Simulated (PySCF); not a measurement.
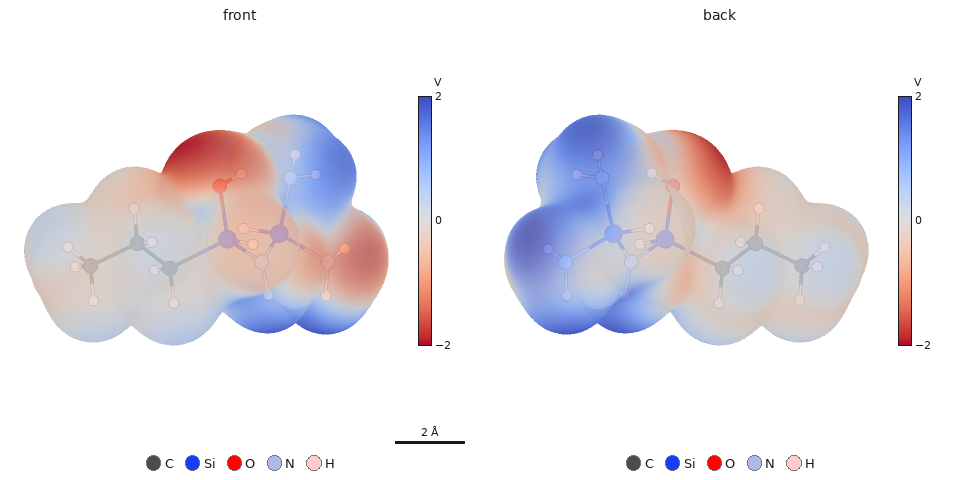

Figure. C3H15N3OSi2. The molecular electrostatic potential painted on the density surface at 0.002 e/bohr³, seen from the front and from behind; the colour scale runs from red (negative) to blue (positive).

Geometry: GFN2-xTB.

All numbers below come from PBE0/pcSseg-1, SCF density, gas phase, non-relativistic in PySCF 2.14.0.

| atom | x (Å) | y (Å) | z (Å) |
| --- | --- | --- | --- |
| C | -4.1032 | -0.1569 | -0.4895 |
| C | -2.7851 | 0.6068 | -0.4252 |
| C | -1.7085 | -0.1628 | 0.3324 |
| Si | -0.0610 | 0.7772 | 0.3683 |
| O | 0.3224 | 1.2133 | -1.1417 |
| N | 1.2390 | -0.2084 | 0.9749 |
| Si | 2.6073 | -0.7496 | 0.0871 |
| N | 3.0449 | 0.5642 | -0.9648 |
| N | 3.8317 | -1.0903 | 1.2605 |
| H | -3.9612 | -1.1182 | -0.9806 |
| H | -4.4898 | -0.3408 | 0.5119 |
| H | -4.8472 | 0.4073 | -1.0484 |
| H | -2.4288 | 0.8057 | -1.4369 |
| H | -2.9447 | 1.5734 | 0.0582 |
| H | -1.5778 | -1.1401 | -0.1373 |
| H | -2.0573 | -0.3529 | 1.3488 |
| H | -0.1403 | 1.9674 | 1.2309 |
| H | 1.2594 | 1.1019 | -1.3601 |
| H | 1.1288 | -0.5806 | 1.9002 |
| H | 2.3050 | -1.8495 | -0.8395 |
| H | 3.7048 | 0.3655 | -1.7005 |
| H | 3.3200 | 1.4165 | -0.5005 |
| H | 3.5868 | -1.6794 | 2.0385 |
| H | 4.7432 | -1.3501 | 0.9211 |

> Which sites attract a positive test charge, and which a negative one?

A positive charge is drawn to the negative regions and a negative charge to the positive ones. The most negative region (about −1.9 V) lies over O5, the most positive (about +1.8 V) over H19, H21, H23 and H24. O5 is the likeliest acceptor of a hydrogen bond.

> How polar is the molecule by this calculation?

Its dipole moment is 3.99 D.
